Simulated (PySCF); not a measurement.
Ga(Me)2(iPr), SMILES C[CH](C)[Ga]([CH3])[CH3], singlet at its GFN2-xTB optimised geometry (Å):

```
19

Ga     0.1562    -0.6982     0.0000
C      2.2103    -0.6982     0.0000
H      2.6175    -0.0212    -0.7553
H      2.5903    -1.7030    -0.2041
H      2.6098    -0.3826     0.9677
C     -0.8561    -2.4865    -0.0069
H     -1.8662    -2.3912     0.3997
H     -0.3197    -3.2315     0.5869
H     -0.9447    -2.8834    -1.0221
C     -0.9045     1.0998     0.0000
C     -1.9637     1.0790    -1.1061
C      0.0536     2.2799    -0.1674
H     -1.4292     1.2195     0.9599
H     -2.5810     1.9791    -1.0775
H     -1.4915     1.0216    -2.0886
H     -2.6175     0.2113    -0.9915
H      0.8034     2.2773     0.6269
H     -0.4805     3.2315    -0.1324
H      0.5732     2.2174    -1.1254
```

Level of theory: CAM-B3LYP/def2-SVP run with PySCF. Cells within 0.4 Å of a nucleus heavier than hydrogen are left out (blank, or x).

Map of the electrostatic potential (hartree/e), clipped to [-0.08, 0.12] on the plane z = 0.0 Å:

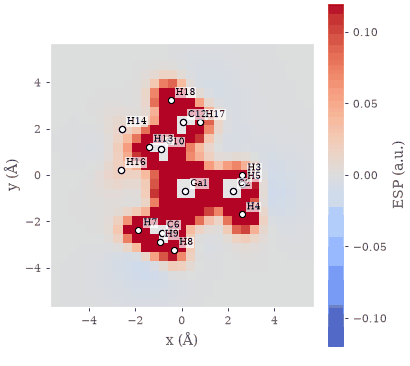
Electrostatic potential (hartree/e), clipped to [-0.08, 0.12] on the plane z = 0.0 Å.
